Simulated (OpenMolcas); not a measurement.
## Multiconfigurational calculation for Eu³⁺ complex (part 2 of 2)

Continued. System: Eu³⁺ with 6 ligands (F; octahedron, 2.26 Å), neutralised by 6 outer point charges of +0.5 e, whose field is part of the energies. Method: state-averaged CASSCF, active space 6 electrons in the shell 4f, basis ANO-RCC-VTZP on the metal and ANO-RCC-VDZP on the ligands, DKH2 scalar Hamiltonian, spin-orbit coupling by RASSI with atomic mean-field integrals (OpenMolcas).

Output (extracts), continued:
```
--- RASSI ---
SPIN-FREE ENERGIES:
  (Shifted by EMIN (a.u.) =     -11433.5282840781)

 SF State       Relative EMIN(au)   Rel lowest level(eV)    D:o, cm**(-1)

     1             0.0000000000        0.0000000000              0.0000
     2             0.0000000000        0.0000000000              0.0000
     3             0.0000000000        0.0000000000              0.0000
     4             0.0026544384        0.0722309486            582.5819
     5             0.0026544384        0.0722309486            582.5819
     6             0.0026544384        0.0722309486            582.5819
     7             0.0035982809        0.0979142120            789.7314
     8             0.1111476897        3.0244827158          24394.0982
     9             0.1111476897        3.0244827158          24394.0982
    10             0.1111476897        3.0244827158          24394.0982
    11             0.1118680125        3.0440836972          24552.1908
    12             0.1118680125        3.0440836972          24552.1908
    13             0.1255052714        3.4151724149          27545.2232
    14             0.1255052714        3.4151724149          27545.2232
    15             0.1255052714        3.4151724149          27545.2232
    16             0.1256975069        3.4204034103          27587.4140
    17             0.1256975069        3.4204034103          27587.4140
    18             0.1262055861        3.4342289504          27698.9245
    19             0.1262055861        3.4342289504          27698.9245
    20             0.1262055861        3.4342289504          27698.9245
    21             0.1273633459        3.4657331990          27953.0234
    22             0.1273633459        3.4657331990          27953.0234
    23             0.1273633459        3.4657331990          27953.0234
    24             0.1290301112        3.5110881923          28318.8361
    25             0.1290301112        3.5110881923          28318.8361
    26             0.1291650455        3.5147599419          28348.4507
    27             0.1291650455        3.5147599419          28348.4507
    28             0.1291650455        3.5147599419          28348.4507
    29             0.1293774199        3.5205389446          28395.0615
    30             0.1324507608        3.6041688117          29069.5819
    31             0.1325957508        3.6081141883          29101.4035
    32             0.1325957508        3.6081141883          29101.4035
    33             0.1325957508        3.6081141883          29101.4035
    34             0.1327497993        3.6123060636          29135.2133
    35             0.1327497993        3.6123060636          29135.2133
    36             0.1342590716        3.6533754540          29466.4602
    37             0.1342590716        3.6533754540          29466.4602
    38             0.1342590716        3.6533754540          29466.4602
    39             0.1519062177        4.1335787642          33339.5611
    40             0.1519062177        4.1335787642          33339.5611
Eigenvalues of complex Hamiltonian:
   -----------------------------------
  (Shifted by EMIN (a.u.) =     -11433.5282840781)

 SO State       Relative EMIN(au)   Rel lowest level(eV)    D:o, cm**(-1)

     1            -0.0163646214        0.0000000000              0.0000
     2            -0.0147111049        0.0449944770            362.9049
     3            -0.0147111049        0.0449944772            362.9049
     4            -0.0147111048        0.0449944787            362.9049
     5            -0.0122798289        0.1111528673            896.5083
     6            -0.0122798289        0.1111528654            896.5083
     7            -0.0113392098        0.1367484169           1102.9504
     8            -0.0113392098        0.1367484169           1102.9504
     9            -0.0113392097        0.1367484179           1102.9504
    10            -0.0079038076        0.2302304715           1856.9340
    11            -0.0075575611        0.2396523194           1932.9263
    12            -0.0075575611        0.2396523183           1932.9263
    13            -0.0075575612        0.2396523176           1932.9263
    14            -0.0072779768        0.2472601955           1994.2880
    15            -0.0072779768        0.2472601959           1994.2880
    16            -0.0072779768        0.2472601965           1994.2880
    17            -0.0037160773        0.3441844193           2776.0346
    18            -0.0037160772        0.3441844208           2776.0346
    19            -0.0037160772        0.3441844212           2776.0346
    20            -0.0024012840        0.3799617673           3064.5983
    21            -0.0024012840        0.3799617667           3064.5983
    22            -0.0023715105        0.3807719442           3071.1328
    23            -0.0023715105        0.3807719440           3071.1328
    24            -0.0023715105        0.3807719439           3071.1328
    25            -0.0023449290        0.3814952636           3076.9668
    26             0.0018653337        0.4960623493           4001.0127
    27             0.0018653337        0.4960623496           4001.0127
    28             0.0018653337        0.4960623498           4001.0127
    29             0.0020238520        0.5003758515           4035.8034
    30             0.0020238520        0.5003758519           4035.8034
    31             0.0020238520        0.5003758522           4035.8034
    32             0.0020416055        0.5008589491           4039.6999
    33             0.0020416055        0.5008589488           4039.6999
    34             0.0031395946        0.5307367553           4280.6806
    35             0.0031395946        0.5307367543           4280.6806
    36             0.0031395946        0.5307367553           4280.6806
    37             0.0072984942        0.6439061792           5193.4536
    38             0.0072984942        0.6439061775           5193.4536
    39             0.0074191343        0.6471889632           5219.9310
    40             0.0074191344        0.6471889658           5219.9310
    41             0.0074191344        0.6471889639           5219.9310
Weights of the five most important spin-orbit-free states for each spin-orbit state.

 SO State  Total energy (au)           Spin-free states, spin, and weights
 -------------------------------------------------------------------------------------------------------
    1        -0.016365       2 3.0  0.1670    1 3.0  0.1670    3 3.0  0.1670    4 3.0  0.1183    5 3.0  0.1183
    2        -0.014711       3 3.0  0.2621    2 3.0  0.2593    4 3.0  0.1192    5 3.0  0.1182    6 3.0  0.1100
    3        -0.014711       2 3.0  0.2637    1 3.0  0.2620    6 3.0  0.1192    5 3.0  0.1182    4 3.0  0.1099
    4        -0.014711       3 3.0  0.2636    1 3.0  0.2594    4 3.0  0.1182    6 3.0  0.1182    5 3.0  0.1110
    5        -0.012280       1 3.0  0.2586    3 3.0  0.2315    2 3.0  0.2112    6 3.0  0.1714    4 3.0  0.0828
    6        -0.012280       2 3.0  0.2563    3 3.0  0.2360    1 3.0  0.2090    5 3.0  0.1640    4 3.0  0.0975
    7        -0.011339       2 3.0  0.3668    4 3.0  0.1830    6 3.0  0.1824    7 3.0  0.1149    1 3.0  0.0677
    8        -0.011339       1 3.0  0.3661    5 3.0  0.1824    4 3.0  0.1821    7 3.0  0.1149    2 3.0  0.0679
    9        -0.011339       3 3.0  0.3772    5 3.0  0.1830    6 3.0  0.1821    7 3.0  0.1149    1 3.0  0.0575
   10        -0.007904       3 3.0  0.1918    1 3.0  0.1918    2 3.0  0.1918    5 3.0  0.1355    6 3.0  0.1355
   11        -0.007558       7 3.0  0.2039    3 3.0  0.1960    1 3.0  0.1939    6 3.0  0.1593    4 3.0  0.1591
   12        -0.007558       7 3.0  0.2039    2 3.0  0.1961    1 3.0  0.1953    5 3.0  0.1591    6 3.0  0.1587
```

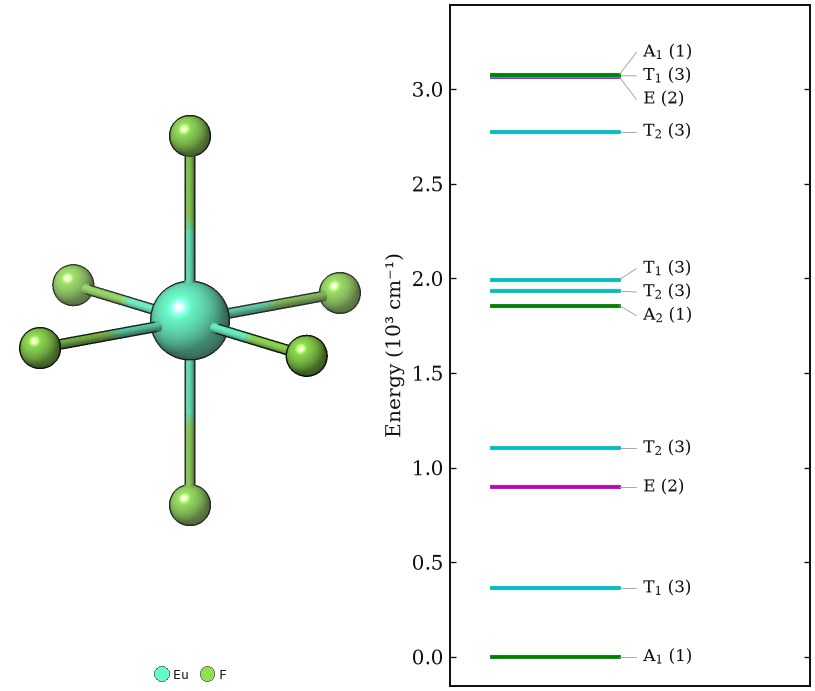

**Figure 1.** Eu³⁺ (4f⁶) with 6 ligands, F⁻, at 2.26 Å (arrangement: octahedron, Oh), neutralised by outer point charges of +0.5 e, and its levels. Labels give the representation in O, Td, D4 or D3 as the site allows (double group for half-integer spin) where it could be assigned and, in brackets, the degeneracy; spin-free states, where drawn, share the zero of the spin-orbit levels. The ground level is A₁, non-degenerate, 95 % from states of spin multiplicity 7 (of the 140 states of multiplicity 5, 77 enter the spin-orbit step). The next level lies at 363 cm⁻¹ (T₁). The active orbitals hold 99 to 100 % metal character (Löwdin), and the Mulliken charge of the metal is +2.37.

Outcome of the run: converged.
